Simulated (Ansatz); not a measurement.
ClFGeH2O···H2

The calculation's input:

```
crystal:
  periodic: [false, false, false]
  atoms:
    - { symbol: Ge, position_ang: [0.410042, 0.241008, -0.226551] }
    - { symbol: H, position_ang: [-0.668541, 0.364567, 2.304287] }
    - { symbol: Cl, position_ang: [1.413924, 0.135834, -2.14956] }
    - { symbol: O, position_ang: [-1.105012, 1.142829, -0.409391] }
    - { symbol: H, position_ang: [-1.357056, 1.206155, -1.349864] }
    - { symbol: H, position_ang: [0.273111, -1.178282, 0.345265] }
    - { symbol: F, position_ang: [1.403683, 1.179338, 0.809222] }
    - { symbol: H, position_ang: [-0.03585, 0.708552, 2.301591] }
basis:
  gaussian: { orbitals: def2-SVP }
hamiltonian:
  xc: pbe
relax:
  f_tol: 0.03
  max_steps: 50
output:
  orbitals: {}
```

Run with:

```sh
ansatz run input.yaml --threads 2 --pin off --max-ram 3072MiB --backend cpu --events-out ev --progress --plain --runs-dir out
```

The fields are those of the run's last geometry, not of the input's.

Theory: RKS PBE/def2-SVP in Ansatz 0.2.0.

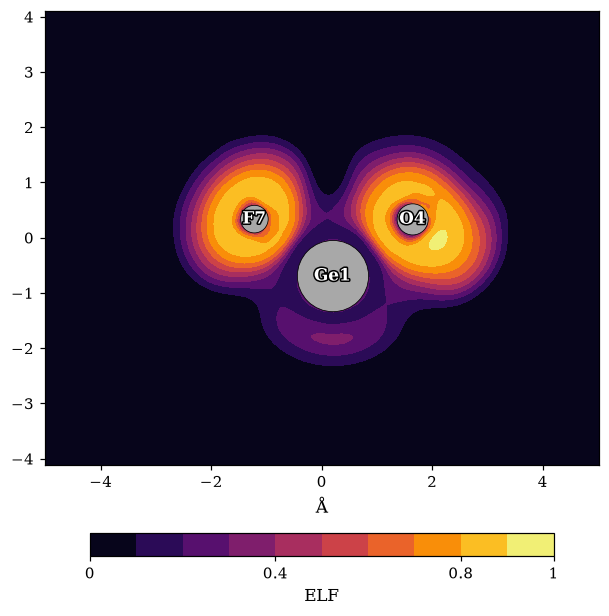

Figure 1. ELF on the plane of atoms O4, Ge1 and F7. Grey discs cover the atomic cores.

### Interpret the plot.

- The section cuts through Ge, O and F sites.
- Ge–F (1.76 Å): the ELF peaks at about 0.80 in the valence shell of F, 0.5 Å from its nucleus, and is about 0.25 at the midpoint.
- Ge–O (1.77 Å): the ELF peaks at about 0.85 in the valence shell of O, 0.6 Å from its nucleus, and is about 0.35 at the midpoint.
- The ELF also peaks beside O4 and F7, away from the bonds: lone-pair regions.

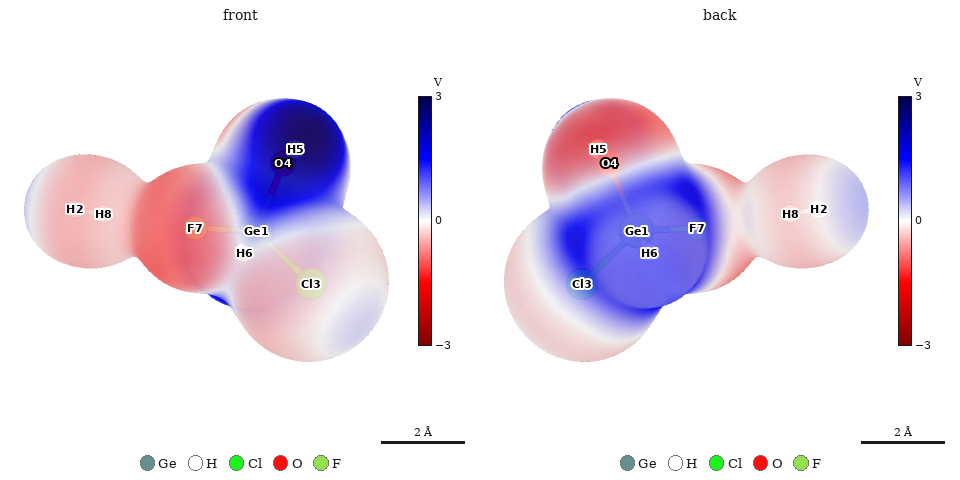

Figure 2. The molecular electrostatic potential painted on the density surface at 0.002 e/bohr³, seen from the front and from behind; red is negative and blue positive.

### Where is the surface potential most negative and most positive?

The most negative region (about −1.0 V) lies over O4 and F7, the most positive (about +2.7 V) over H5. Cl3 shows a σ-hole: about +0.2 V at the tip opposite its bond, against about −0.2 V on its flanks.

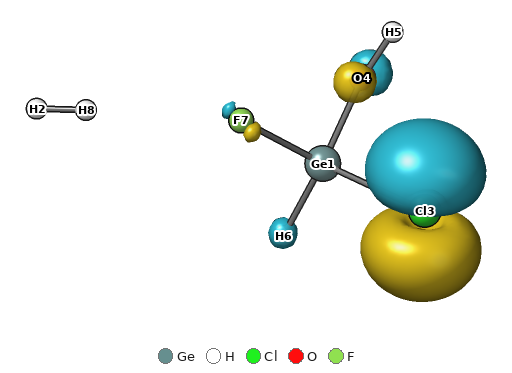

Figure 3. The HOMO−1 at ±0.2 Å⁻³ᐟ² (yellow and cyan are the two phases), seen at a tilt.

### Describe this orbital and give its energy.

By Hirshfeld shares it lies mainly on Cl3 (about 80 %) and Ge1 (about 5 %); largely a lone pair of Cl3. Its energy is −7.94 eV.

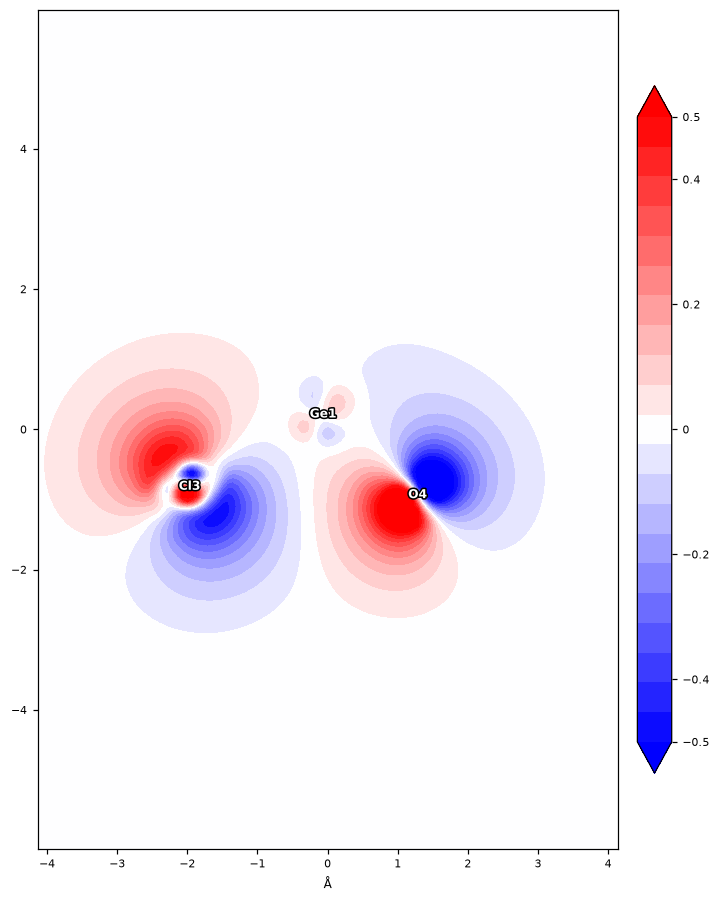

Figure 4. The HOMO on the plane of atoms Cl3, Ge1 and O4 (values in Å⁻³ᐟ²; the overall sign is arbitrary).

### What is the character of this orbital?

Its weight (Hirshfeld) is mainly on O4 (about 45 %) and Cl3 (about 40 %); largely a combination of lone pairs on O4 and Cl3. Its energy is −7.71 eV.
